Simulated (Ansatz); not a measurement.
# Cl₂FH₂Si₂ (doublet): what the fields show

Input file:

```
crystal:
  periodic: [false, false, false]
  atoms:
    - {symbol: F, position_ang: [-1.731253, -0.809178, 0.671683]}
    - {symbol: Si, position_ang: [-0.811610, 0.040886, -0.306439]}
    - {symbol: Si, position_ang: [1.425662, 0.062525, 0.277765]}
    - {symbol: Cl, position_ang: [-1.032992, -0.765175, -2.163703]}
    - {symbol: Cl, position_ang: [-1.546448, 1.940375, -0.295542]}
    - {symbol: H, position_ang: [1.688966, 0.736012, 1.574924]}
    - {symbol: H, position_ang: [2.068874, -1.273546, 0.195613]}
basis:
  gaussian: {orbitals: def2-TZVPP}
magnetization: {spin_polarized: true, initial_magnetization: 1}
hamiltonian: {xc: pbe0, dispersion: d4}
output: {orbitals: {seedname: orbitals}}
```

Run with:

```sh
ansatz run in.yaml --threads 4 --pin off --events-out ev --progress --plain --max-ram 10444MiB
```

Geometry: PBE0-D4/def2-TZVP.

These are results of Ansatz, UKS PBE0-D4/def2-TZVPP, not measurements.

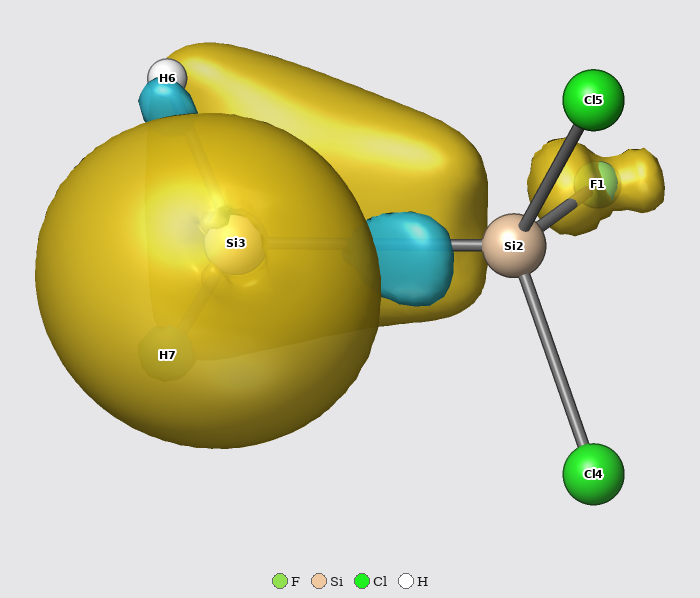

Figure 1. Isosurfaces of the spin density (α minus β) at +0.015 (yellow) and −0.015 e/Å³ (cyan), seen at a tilt.

> Which atoms carry the spin?

The unpaired spin (1 electron) lies mostly on Si3 (about 0.8) and Si2 (about 0.1), in electrons by Hirshfeld's partition.

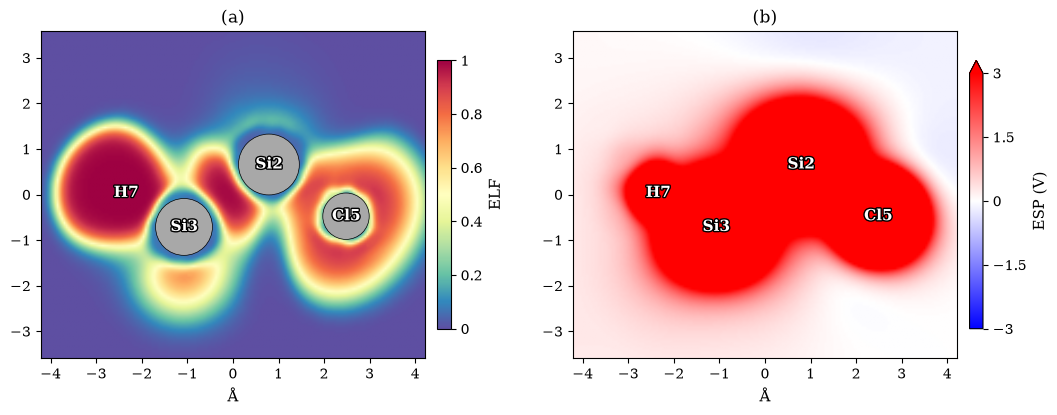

Figure 2. (a) electron localisation function; (b) molecular electrostatic potential on the plane of atoms Si3, Si2 and Cl5. Grey discs cover the atomic cores in the ELF map.

> Interpret the plot.

The plane passes through Si, Cl and H nuclei. Si–Cl (2.04 Å): the ELF peaks at about 0.85 between the atoms: a polar covalent bond. Si–Si (2.31 Å): the ELF peaks at about 1 between the atoms (localised, covalent bonding). Si–H (1.49 Å): the ELF climbs to about 1 towards the hydrogen, as it does in any bond to H. The ELF also peaks beside Cl5, away from the bonds: non-bonding electrons, paired or unpaired. The potential has no marked negative region in this plane.

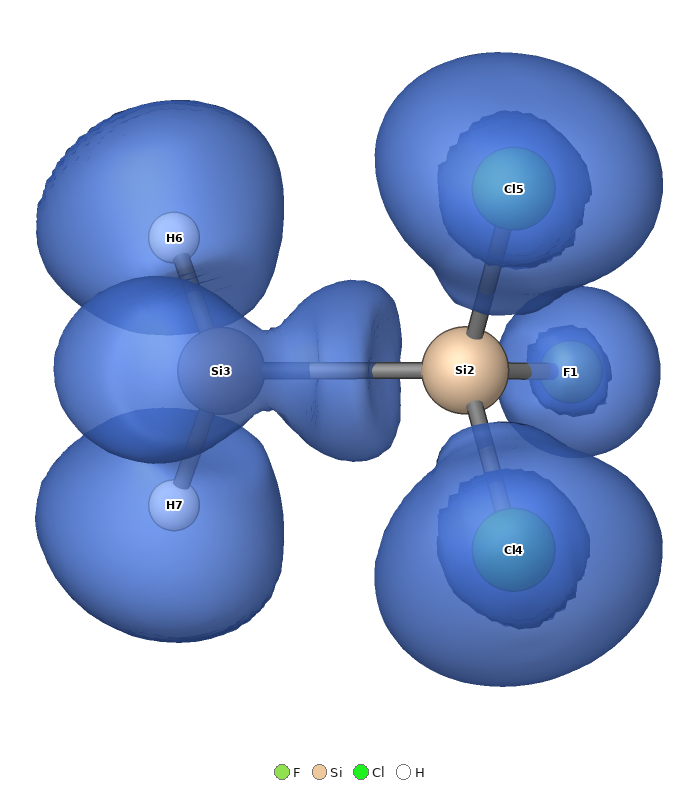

Figure 3. Isosurface of the ELF at 0.75 (blue), seen at a tilt. Only the valence region is drawn (cores and ρ < 0.01 e/Å³ removed).

> Where are the electrons localised?

The surface consists of two regions around hydrogen nuclei, two regions on Cl in which the atom's valence shell and bonds are merged, one region on Si in which the atom's valence shell and bonds are merged and one region wrapped around F (its lone pairs, merged into a ring or cap). Profiles from the grid: Si–F (1.59 Å): the ELF peaks at about 0.85 in the valence shell of F, 0.6 Å from its nucleus, and is about 0.55 at the midpoint.
